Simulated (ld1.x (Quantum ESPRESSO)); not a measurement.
# Indium: generating and testing a TM potential

Aim: build the potential from the settings below, then test how well it stands in for the atom: other configurations, scattering, ghost states and the plane-wave cutoff that it needs.

Program: ld1.x (Quantum ESPRESSO) 7.5. Reference atom: PW91, fully relativistic, spherical and spin-unpolarised. All values are calculated.

## Step 1: Settings

Typed settings, in words:

| Property | Result |
| --- | --- |
| element | indium (In, Z = 49) |
| type | norm-conserving Troullier–Martins (Kleinman–Bylander form) |
| frozen core | [Kr] 4d10 |
| valence charge | 3 |
| reference configuration | 5s2 5p1 |
| partial waves | 5s (bound): rc 1.90 bohr; 5p (bound): rc 3.10 bohr; 5d channel at 0.45 Ry: rc 3.30 bohr |
| local potential | all-electron potential smoothed inside 2.90 bohr (lloc = -1) |
| core correction | Bessel-smoothed model core, default radius (core density twice the valence density) |

An earlier all-electron run gives the scale for the radii.

All-electron outer shells of the reference configuration (PW91, scalar-relativistic, ld1.x):

```
shell  level (eV)  outermost node (bohr)  outermost maximum (bohr)
   4p      -78.17                   0.42                      0.82
   4d      -18.67                   0.40                      0.94
   5s       -8.29                   1.02                      2.16
   5p       -2.56                   1.14                      2.85
```

## Step 2: The generation run

The input, In.in:

```
 &input
   title='In', zed=49., rel=2, dft='PW91', iswitch=3,
   config='[Kr] 4d10 5s2 5p1 5d-2', rel_dist='average',
   nld=5, rlderiv=3.60, eminld=-3.0, emaxld=5.0, deld=0.02
 /
 &inputp
   pseudotype=2, tm=.true., lloc=-1, rcloc=2.90,
   nlcc=.true., new_core_ps=.true.,
   file_pseudopw='In.UPF', file_wfcaegen='ae.wfc', file_wfcncgen='nc.wfc', file_beta='beta', file_chi='chi'
 /
3
5S  1  0   2.00   0.00  1.90  1.90  0.0
5P  2  1   1.00   0.00  3.10  3.10  0.0
5D  3  2  -2.00   0.45  3.30  3.30  0.0
 &test
   configts(1)='5s2 5p1'
 /
```

Run with:

```sh
$ ld1.x < In.in > In.out
```

Output in In.out (without the banner and most projector matrices):

```text
     Program LD1 v.7.5
     --------------------------- All-electron run ----------------------------

     In
     dirac relativistic calculation

     atomic number is 49.00
     dft =PW91   lsd =0 sic =0 latt =0  beta=0.20 tr2=1.0E-14
     Exchange-correlation= PW91
                           (   1   4   2   2   0   0   0)
     mesh =1241 r(mesh) = 100.30140 a.u. xmin = -7.00 dx = 0.01250
     1 Ry =  13.60569312 eV, c = 137.03599908

     n l j   nl                  e(Ry)          e(Ha)          e(eV)
     Spin orbit split results
     1 0 0.5 1S 1( 2.00)     -2038.8700     -1019.4350    -27740.2401
     2 0 0.5 2S 1( 2.00)      -305.1982      -152.5991     -4152.4332
     2 1 0.5 2P 1( 2.00)      -284.6344      -142.3172     -3872.6486
     2 1 1.5 2P 1( 4.00)      -269.1286      -134.5643     -3661.6810
     3 0 0.5 3S 1( 2.00)       -57.9140       -28.9570      -787.9604
     3 1 0.5 3P 1( 2.00)       -49.6144       -24.8072      -675.0384
     3 1 1.5 3P 1( 4.00)       -46.8138       -23.4069      -636.9345
     4 0 0.5 4S 1( 2.00)        -8.7914        -4.3957      -119.6132
     4 1 0.5 4P 1( 2.00)        -6.0805        -3.0402       -82.7292
     4 1 1.5 4P 1( 4.00)        -5.5906        -2.7953       -76.0635
     3 2 1.5 3D 1( 4.00)       -32.1284       -16.0642      -437.1294
     3 2 2.5 3D 1( 6.00)       -31.5546       -15.7773      -429.3226
     4 2 1.5 4D 1( 4.00)        -1.4093        -0.7046       -19.1740
     4 2 2.5 4D 1( 6.00)        -1.3460        -0.6730       -18.3131
     5 0 0.5 5S 1( 2.00)        -0.6087        -0.3043        -8.2815
     5 1 0.5 5P 1( 0.33)        -0.2035        -0.1017        -2.7687
     5 1 1.5 5P 1( 0.67)        -0.1812        -0.0906        -2.4650
     Averaged results
     1 0     1S 1( 2.00)     -2038.8700     -1019.4350    -27740.2401
     2 0     2S 1( 2.00)      -305.1982      -152.5991     -4152.4332
     2 1     2P 1( 6.00)      -274.2972      -137.1486     -3732.0035
     3 0     3S 1( 2.00)       -57.9140       -28.9570      -787.9604
     3 1     3P 1( 6.00)       -47.7474       -23.8737      -649.6358
     4 0     4S 1( 2.00)        -8.7914        -4.3957      -119.6132
     4 1     4P 1( 6.00)        -5.7539        -2.8769       -78.2854
     3 2     3D 1(10.00)       -31.7841       -15.8921      -432.4453
     4 2     4D 1(10.00)        -1.3713        -0.6856       -18.6575
     5 0     5S 1( 2.00)        -0.6087        -0.3043        -8.2815
     5 1     5P 1( 1.00)        -0.1886        -0.0943        -2.5663

     final scf error:  4.1E-15 reached in  32 iterations

     Etot =  -11768.201482 Ry,   -5884.100741 Ha, -160114.537974 eV

     Ekin =   12365.889908 Ry,    6182.944954 Ha,  168246.503281 eV
     Encl =  -28557.028461 Ry,  -14278.514231 Ha, -388538.165747 eV
     Eh   =    4744.575933 Ry,    2372.287966 Ha,   64553.244139 eV
     Exc  =    -321.638862 Ry,    -160.819431 Ha,   -4376.119648 eV

     normalization and overlap integrals

     s(1S/1S) =  1.000000  <r> =   0.0297  <r2> =    0.0012  r(max) =   0.0192
     s(2S/2S) =  1.000000  <r> =   0.1281  <r2> =    0.0194  r(max) =   0.1090
     s(2P/2P) =  1.000000  <r> =   0.1084  <r2> =    0.0145  r(max) =   0.0838
     s(2P/2P) =  1.000000  <r> =   0.1137  <r2> =    0.0158  r(max) =   0.0881
     s(3S/3S) =  1.000000  <r> =   0.3484  <r2> =    0.1389  r(max) =   0.3153
     s(3P/3P) =  1.000000  <r> =   0.3394  <r2> =    0.1339  r(max) =   0.3037
     s(3P/3P) =  1.000000  <r> =   0.3505  <r2> =    0.1426  r(max) =   0.3114
     s(4S/4S) =  1.000000  <r> =   0.8478  <r2> =    0.8143  r(max) =   0.7658
     s(4P/4P) =  1.000000  <r> =   0.9010  <r2> =    0.9292  r(max) =   0.7951
     s(4P/4P) =  1.000000  <r> =   0.9315  <r2> =    0.9935  r(max) =   0.8255
     s(3D/3D) =  1.000000  <r> =   0.3223  <r2> =    0.1235  r(max) =   0.2581
     s(3D/3D) =  1.000000  <r> =   0.3258  <r2> =    0.1261  r(max) =   0.2581
     s(4D/4D) =  1.000000  <r> =   1.1733  <r2> =    1.6551  r(max) =   0.9237
     s(4D/4D) =  1.000000  <r> =   1.1904  <r2> =    1.7057  r(max) =   0.9354
     s(5S/5S) =  1.000000  <r> =   2.6034  <r2> =    7.7909  r(max) =   2.1612
     s(5P/5P) =  1.000000  <r> =   3.6080  <r2> =   15.5093  r(max) =   2.7406
     s(5P/5P) =  1.000000  <r> =   3.8035  <r2> =   17.2666  r(max) =   2.8811

     ------------------------ End of All-electron run ------------------------

     --------------------- Generating NC pseudopotential ---------------------

      Generating local potential from pseudized AE potential:
      Matching radius rcloc =   2.9000

      Local pseudo, rcloc= 2.881 Estimated cut-off energy=     2.95 Ry

      Computing core charge for nlcc:

       r > 1.96 : true rho core
      Core charge pseudized with two Bessel functions
      Integrated core pseudo-charge :  10.70

     Fully relativistic calculation: |psi|^2

     Wfc 5S LC norm =  0.99994174 SC norm =  0.00005749 missing  0.00000077

     Wfc 5P LC norm =  0.99997069 SC norm =  0.00002921 missing  0.00000010

     Wfc 5P LC norm =  0.99997376 SC norm =  0.00002405 missing  0.00000219

      Wfc   5S  rcut= 1.884  Using Troullier-Martins method

      Wfc   5P  rcut= 3.106  Using Troullier-Martins method

      Wfc   5P  rcut= 3.106  Using Troullier-Martins method

      Wfc   5D  rcut= 3.265  Using Troullier-Martins method

      Wfc   5D  rcut= 3.265  Using Troullier-Martins method

     ------------------- End of pseudopotential generation -------------------

     [... the all-electron block is printed once more ...]


     Computing logarithmic derivative in   3.58568
     Computing logarithmic derivative in   3.58568
     Computing the partial wave expansion
     R is outside the sphere for l=    0 j= 0.50
     R is outside the sphere for l=    1 j= 0.50
     R is outside the sphere for l=    1 j= 1.50
     R is outside the sphere for l=    2 j= 1.50
     R is outside the sphere for l=    2 j= 2.50

     ---------------------- Testing the pseudopotential ----------------------

     In
     dirac relativistic calculation

     atomic number is 49.00   valence charge is  3.00
     dft =PW91   lsd =0 sic =0 latt =0  beta=0.20 tr2=1.0E-14
     mesh =1241 r(mesh) = 100.30140 xmin = -7.00 dx = 0.01250

     n l  j  nl             e AE (Ry)       e PS (Ry)    De AE-PS (Ry)
     1 0 0.5 5S   1( 2.00)       -0.60868       -0.60868        0.00000
     2 1 0.5 5P   1( 0.33)       -0.20350       -0.20350       -0.00000
     2 1 1.5 5P   1( 0.67)       -0.18118       -0.18118        0.00000

     eps = 9.6E-15  iter =  7

     Etot =  -11768.201482 Ry,   -5884.100741 Ha, -160114.537974 eV
     Etotps =   -17.869002 Ry,      -8.934501 Ha,    -243.120162 eV

     Ekin =       1.231795 Ry,       0.615898 Ha,      16.759430 eV
     Encl =      -6.732455 Ry,      -3.366228 Ha,     -91.599722 eV
     Ehrt =       2.755082 Ry,       1.377541 Ha,      37.484800 eV
     Ecxc =     -15.653084 Ry,      -7.826542 Ha,    -212.971060 eV
     (Ecc =     -13.902535 Ry,      -6.951268 Ha,    -189.153625 eV)
     Epseu=       0.529660 Ry,       0.264830 Ha,       7.206390 eV

     ---------------------- End of pseudopotential test ----------------------
```

Wall time 1.5 s (1 thread, shared host). (Generation and the later configuration tests together.)

## Step 3: Configuration tests

The input, In.test.in:

```
 &input
   title='In', zed=49., rel=2, dft='PW91', iswitch=2,
   config='[Kr] 4d10 5s2 5p1 5d-2', rel_dist='average'
 /
 &test
   file_pseudo='In.UPF', nconf=8,
   configts(1)='5s2 5p1',
   configts(2)='5s2 5p0',
   configts(3)='5s1 5p0',
   configts(4)='5s2 5p0.5',
   configts(5)='5s1 5p1',
   configts(6)='5s2 5p1.3',
   configts(7)='5s1 5p2',
   configts(8)='5s0 5p3'
 /
```

Run with:

```sh
$ ld1.x < In.test.in > In.test.out
```

In.test.out, the pseudopotential blocks:

```text
     ---------------------- Testing the pseudopotential ----------------------

     In
     dirac relativistic calculation

     atomic number is 49.00   valence charge is  3.00
     dft =PW91   lsd =0 sic =0 latt =0  beta=0.20 tr2=1.0E-14
     mesh =1241 r(mesh) = 100.30140 xmin = -7.00 dx = 0.01250

     n l  j  nl             e AE (Ry)       e PS (Ry)    De AE-PS (Ry)
     1 0 0.5 5S   1( 2.00)       -0.60868       -0.60868        0.00000
     2 1 0.5 5P   1( 0.33)       -0.20350       -0.20350       -0.00000
     2 1 1.5 5P   1( 0.67)       -0.18118       -0.18118        0.00000

     eps = 5.6E-15  iter =  6

     Etot =  -11768.201482 Ry,   -5884.100741 Ha, -160114.537974 eV
     Etotps =   -17.869002 Ry,      -8.934501 Ha,    -243.120162 eV

     Ekin =       1.231795 Ry,       0.615898 Ha,      16.759430 eV
     Encl =      -6.732455 Ry,      -3.366228 Ha,     -91.599723 eV
     Ehrt =       2.755082 Ry,       1.377541 Ha,      37.484801 eV
     Ecxc =     -15.653084 Ry,      -7.826542 Ha,    -212.971061 eV
     (Ecc =     -13.902535 Ry,      -6.951268 Ha,    -189.153625 eV)
     Epseu=       0.529660 Ry,       0.264830 Ha,       7.206390 eV

     ---------------------- End of pseudopotential test ----------------------

     ---------------------- Testing the pseudopotential ----------------------

     In
     [...]
     n l  j  nl             e AE (Ry)       e PS (Ry)    De AE-PS (Ry)
     1 0 0.5 5S   1( 2.00)       -1.10339       -1.10890        0.00551  !
     2 1 0.5 5P   1( 0.00)       -0.64684       -0.65063        0.00379
     2 1 1.5 5P   1( 0.00)       -0.61542       -0.61893        0.00351

     eps = 3.1E-15  iter =  9

     Etot =  -11767.802367 Ry,   -5883.901184 Ha, -160109.107744 eV
     Etotps =   -17.468664 Ry,      -8.734332 Ha,    -237.673280 eV
     dEtot_ae =       0.399115 Ry
     dEtot_ps =       0.400338 Ry,   Delta E=      -0.001224 Ry

     [...]
     ---------------------- End of pseudopotential test ----------------------

     ---------------------- Testing the pseudopotential ----------------------

     In
     [...]
     n l  j  nl             e AE (Ry)       e PS (Ry)    De AE-PS (Ry)
     1 0 0.5 5S   1( 1.00)       -1.74572       -1.77294        0.02722  !
     2 1 0.5 5P   1( 0.00)       -1.22676       -1.24835        0.02158  !
     2 1 1.5 5P   1( 0.00)       -1.18410       -1.20429        0.02019  !

     eps = 8.4E-17  iter =  9

     Etot =  -11766.382036 Ry,   -5883.191018 Ha, -160089.783145 eV
     Etotps =   -16.033020 Ry,      -8.016510 Ha,    -218.140351 eV
     dEtot_ae =       1.819446 Ry
     dEtot_ps =       1.835982 Ry,   Delta E=      -0.016536 Ry

     [...]
     ---------------------- End of pseudopotential test ----------------------

     ---------------------- Testing the pseudopotential ----------------------

     In
     [...]
     n l  j  nl             e AE (Ry)       e PS (Ry)    De AE-PS (Ry)
     1 0 0.5 5S   1( 2.00)       -0.84347       -0.84514        0.00166
     2 1 0.5 5P   1( 0.17)       -0.41292       -0.41392        0.00100
     2 1 1.5 5P   1( 0.33)       -0.38613       -0.38703        0.00090

     eps = 8.3E-15  iter =  8

     Etot =  -11768.056759 Ry,   -5884.028379 Ha, -160112.568911 eV
     Etotps =   -17.724099 Ry,      -8.862049 Ha,    -241.148648 eV
     dEtot_ae =       0.144723 Ry
     dEtot_ps =       0.144904 Ry,   Delta E=      -0.000180 Ry

     [...]
     ---------------------- End of pseudopotential test ----------------------

     ---------------------- Testing the pseudopotential ----------------------

     In
     [...]
     n l  j  nl             e AE (Ry)       e PS (Ry)    De AE-PS (Ry)
     1 0 0.5 5S   1( 1.00)       -1.17566       -1.18555        0.00989  !
     2 1 0.5 5P   1( 0.33)       -0.70480       -0.71126        0.00647  !
     2 1 1.5 5P   1( 0.67)       -0.67101       -0.67675        0.00574  !

     eps = 2.5E-15  iter =  9

     Etot =  -11767.316669 Ry,   -5883.658335 Ha, -160102.499485 eV
     Etotps =   -16.980045 Ry,      -8.490023 Ha,    -231.025287 eV
     dEtot_ae =       0.884813 Ry
     dEtot_ps =       0.888957 Ry,   Delta E=      -0.004144 Ry

     [...]
     ---------------------- End of pseudopotential test ----------------------

     ---------------------- Testing the pseudopotential ----------------------

     In
     [...]
     n l  j  nl             e AE (Ry)       e PS (Ry)    De AE-PS (Ry)
     1 0 0.5 5S   1( 2.00)       -0.48492       -0.48462       -0.00029
     2 1 0.5 5P   1( 0.43)       -0.09391       -0.09381       -0.00010
     2 1 1.5 5P   1( 0.87)       -0.07426       -0.07419       -0.00007

     eps = 4.1E-15  iter =  9

     Etot =  -11768.241529 Ry,   -5884.120764 Ha, -160115.082838 eV
     Etotps =   -17.909032 Ry,      -8.954516 Ha,    -243.664792 eV
     dEtot_ae =      -0.040047 Ry
     dEtot_ps =      -0.040030 Ry,   Delta E=      -0.000017 Ry

     [...]
     ---------------------- End of pseudopotential test ----------------------

     ---------------------- Testing the pseudopotential ----------------------

     In
     [...]
     n l  j  nl             e AE (Ry)       e PS (Ry)    De AE-PS (Ry)
     1 0 0.5 5S   1( 1.00)       -0.68109       -0.68444        0.00335
     2 1 0.5 5P   1( 0.67)       -0.25715       -0.25835        0.00120
     2 1 1.5 5P   1( 1.33)       -0.23181       -0.23261        0.00080

     eps = 7.7E-15  iter = 11

     Etot =  -11767.770694 Ry,   -5883.885347 Ha, -160108.676807 eV
     Etotps =   -17.436973 Ry,      -8.718487 Ha,    -237.242108 eV
     dEtot_ae =       0.430788 Ry
     dEtot_ps =       0.432029 Ry,   Delta E=      -0.001241 Ry

     [...]
     ---------------------- End of pseudopotential test ----------------------

     ---------------------- Testing the pseudopotential ----------------------

     In
     [...]
     n l  j  nl             e AE (Ry)       e PS (Ry)    De AE-PS (Ry)
     1 0 0.5 5S   1( 0.00)       -0.74430       -0.75049        0.00619  !
     2 1 0.5 5P   1( 1.00)       -0.30418       -0.30651        0.00232
     2 1 1.5 5P   1( 2.00)       -0.27625       -0.27775        0.00150

     eps = 7.3E-16  iter = 12

     Etot =  -11767.320742 Ry,   -5883.660371 Ha, -160102.554893 eV
     Etotps =   -16.983563 Ry,      -8.491782 Ha,    -231.073148 eV
     dEtot_ae =       0.880740 Ry
     dEtot_ps =       0.885439 Ry,   Delta E=      -0.004699 Ry

     [...]
     ---------------------- End of pseudopotential test ----------------------
```

Energies count from the reference configuration 5s2 5p1; the error is all-electron less pseudo.

| valence configuration | charge | ΔE all-electron (eV) | error AE − PS (meV) |
| --- | --- | --- | --- |
| 5s2 5p0 | +1 | 5.430 | -17 |
| 5s1 5p0 | +2 | 24.755 | -225 |
| 5s2 5p0.5 | +0.5 | 1.969 | -2.4 |
| 5s1 5p1 | +1 | 12.038 | -56 |
| 5s2 5p1.3 | -0.3 | -0.545 | -0.2 |
| 5s1 5p2 | 0 | 5.861 | -17 |
| 5s0 5p3 | 0 | 11.983 | -64 |

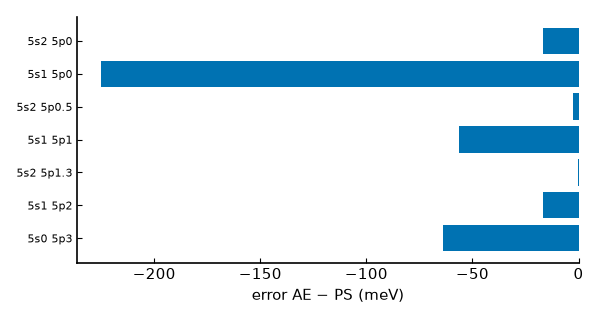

Error of the potential in each test configuration.

## Step 4: Logarithmic derivatives

Taken from the files of the generation run. The phase is arctan(r·u′/u) with u = r·R, unwrapped, with energies in Ry. A pole is an energy at which the radial function vanishes at the test radius. The pseudo phase is shifted by a multiple of π to meet the all-electron one at the reference energy. Levels narrower than the energy grid can be missing from the poles. The last column is the largest difference on the grid between −1 and +1 Ry.

```tsv
channel	radius (bohr)	reference (Ry)	poles AE	poles PS	window around the reference with phases within 0.05 rad (Ry)	largest difference near zero (rad)
s	3.59	-0.61	-0.25, 3.63	-0.26, 3.31	below 1.3	0.006
p1/2	3.59	-0.20	0.46, 4.46	0.45, 3.61	below 1.5	0.008
p3/2	3.59	-0.18	0.55, 4.62	0.54, 3.59	below 1.5	0.008
d3/2	3.59	0.45	-1.40, 1.88	1.68, 4.76	-1.3 to 1.8	0.018
d5/2	3.59	0.45	-1.33, 1.91	1.68, 4.76	-1.2 to 1.7	0.021
```

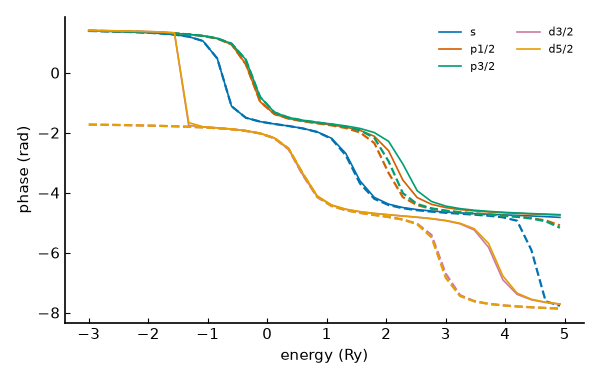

Phases by channel: all-electron solid, pseudo dashed.

## Step 5: Cutoff and ghost test in a Bessel basis

This step uses the generator's waves and projectors in a separate script. Basis: spherical Bessel functions vanishing at 20 bohr, q² up to the cutoff; potential fixed at the reference.

All-electron valence levels (Ry): 5s -0.6087, 5p1/2 -0.2035, 5p3/2 -0.1812. The lowest levels of each channel (Ry) by cutoff; the last column sums, over occupied levels, occupation times the distance from the level at 400 Ry. A positive value at high cutoff is not a bound level.

```
cutoff (Ry)     s #1  p1/2 #1  p3/2 #1  d3/2 #1  d5/2 #1    f #1  Σ f·Δε (mRy)
          8  -0.5994  -0.2028  -0.1805   0.0407   0.0409  0.1030          19.3
         10  -0.6019  -0.2033  -0.1810   0.0407   0.0409  0.1030          13.7
         12  -0.6020  -0.2034  -0.1811   0.0407   0.0409  0.1030          13.4
         18  -0.6054  -0.2035  -0.1812   0.0407   0.0409  0.1030           6.6
         21  -0.6070  -0.2035  -0.1812   0.0407   0.0409  0.1030           3.4
         25  -0.6079  -0.2035  -0.1812   0.0407   0.0409  0.1030           1.7
         30  -0.6081  -0.2035  -0.1812   0.0407   0.0408  0.1030           1.1
         40  -0.6084  -0.2035  -0.1812   0.0407   0.0408  0.1030           0.6
         45  -0.6085  -0.2035  -0.1812   0.0407   0.0408  0.1030           0.3
         50  -0.6086  -0.2035  -0.1812   0.0407   0.0408  0.1030           0.1
        400  -0.6087  -0.2035  -0.1812   0.0407   0.0408  0.1030           0.0
```

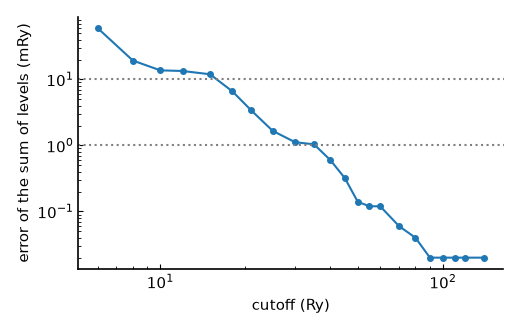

Occupation-weighted error of the valence levels against the cutoff; the dotted lines mark 10 and 1 mRy.

The sum stays within 10 mRy from 18 Ry and within 1 mRy from 40 Ry. The sum leaves out empty levels, which can need more. Ghost test: no level below the all-electron spectrum of its channel (s, p1/2, p3/2, d3/2, d5/2, f tested).

## Step 6: What came out

| quantity | value |
| --- | --- |
| cutoffs for 10 and 1 mRy, occupied levels | 18 Ry and 40 Ry |
| bound ghosts | none found |
| largest test error (AE − PS) | -225 meV, for 5s1 5p0 |
| largest phase difference near zero energy, channels read | 0.021 rad |

**Reading.** By total energies transferability is poor: the largest error is 225 meV on 24.8 eV, for 5s1 5p0. By its cutoff, 18 Ry for the looser tolerance, it is soft on the atom at that tolerance. The slowest occupied level is 5s: taken alone it needs 25 Ry to come within 1 mRy, against 8 Ry for 5p. It is free of bound ghosts as far as tested. Near zero energy the phases of the channels with partial waves agree within 0.021 rad.
